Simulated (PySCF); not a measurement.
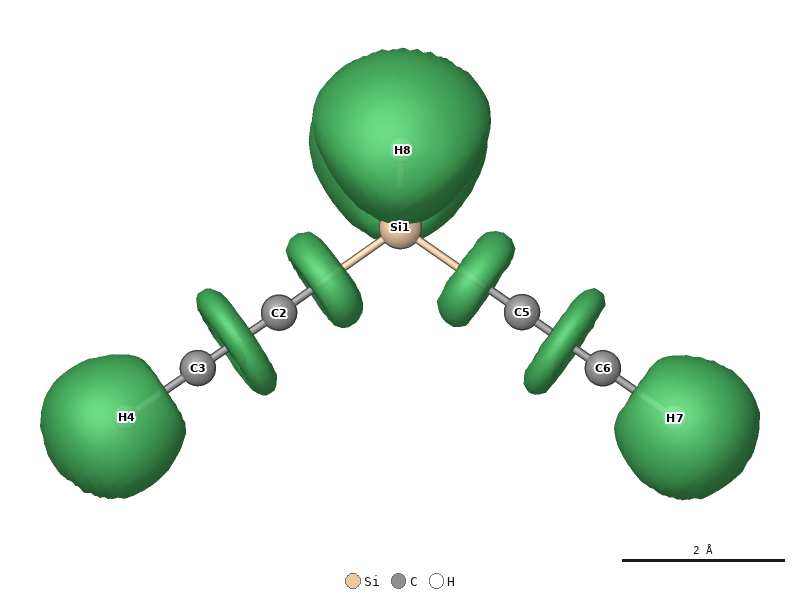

*C4H4Si (Si(CCH)2H2). Isosurface of the ELF at 0.85 (green), seen across its widest extent. Only the valence region is drawn (cores and ρ < 0.01 e/Å³ removed).*

Geometry: PBE0-D3(BJ)/def2-SVP.

Method: PySCF, PBE0/pcSseg-1, SCF density, gas phase, non-relativistic.

```yaml
atoms:
  - { symbol: Si, position_ang: [-0.7758, -0.0133, -0.5367] }
  - { symbol: C, position_ang: [-0.7361, -0.0241, 1.2955] }
  - { symbol: C, position_ang: [-0.7278, -0.0380, 2.5117] }
  - { symbol: H, position_ang: [-0.7210, -0.0484, 3.5875] }
  - { symbol: C, position_ang: [0.9334, 0.0110, -1.1964] }
  - { symbol: C, position_ang: [2.0678, 0.0305, -1.6350] }
  - { symbol: H, position_ang: [3.0708, 0.0482, -2.0238] }
  - { symbol: H, position_ang: [-1.5022, 1.1996, -1.0066] }
  - { symbol: H, position_ang: [-1.4762, -1.2349, -1.0218] }
```

Q: Describe the localisation domains.

A: At this value the surface marks out two regions between bonded C–C atoms (shared pairs), two regions between bonded C–Si atoms (shared pairs) and four regions around hydrogen nuclei. Profiles from the grid: C–C (1.22 Å): the ELF peaks at about 0.85 between the atoms (a short, multiple covalent bond). C–Si (1.83 Å): the ELF peaks at about 0.95 between the atoms: a shared electron pair.
